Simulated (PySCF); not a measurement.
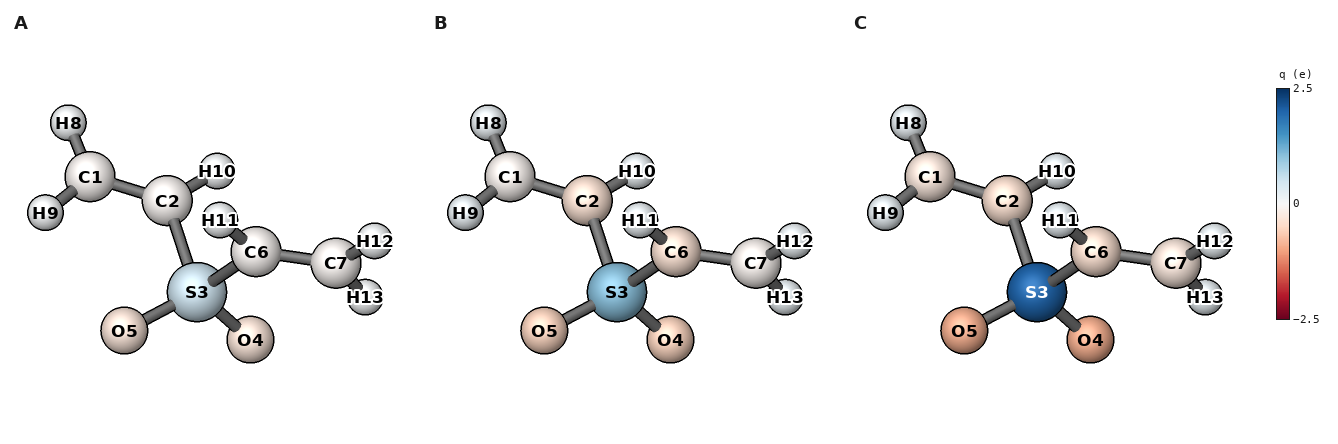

Atomic charges of one calculation by 3 schemes, on one colour scale. The geometry was computed by an optimisation with GFN2-xTB. No frequency run is at hand to confirm it as a minimum. Method: PBE0/pcSseg-1 (PySCF 2.14.0).

The schemes are Hirshfeld, IAO, Mulliken. Which panel shows which?

Answer. A Hirshfeld, B Mulliken, C IAO.

List the charges (e), one line for each set of equivalent atoms.

```json
{"atom": "C1, C7", "Hirshfeld": "−0.06", "Mulliken": "−0.08", "IAO": "−0.26"}
{"atom": "C2, C6", "Hirshfeld": "−0.07", "Mulliken": "−0.36", "IAO": "−0.38"}
{"atom": "S3", "Hirshfeld": "0.51", "Mulliken": "1.04", "IAO": "2.00"}
{"atom": "O4, O5", "Hirshfeld": "−0.31", "Mulliken": "−0.53", "IAO": "−0.89"}
{"atom": "H8, H12", "Hirshfeld": "0.07", "Mulliken": "0.14", "IAO": "0.17"}
{"atom": "H9, H13", "Hirshfeld": "0.06", "Mulliken": "0.16", "IAO": "0.18"}
{"atom": "H10, H11", "Hirshfeld": "0.06", "Mulliken": "0.15", "IAO": "0.18"}
```
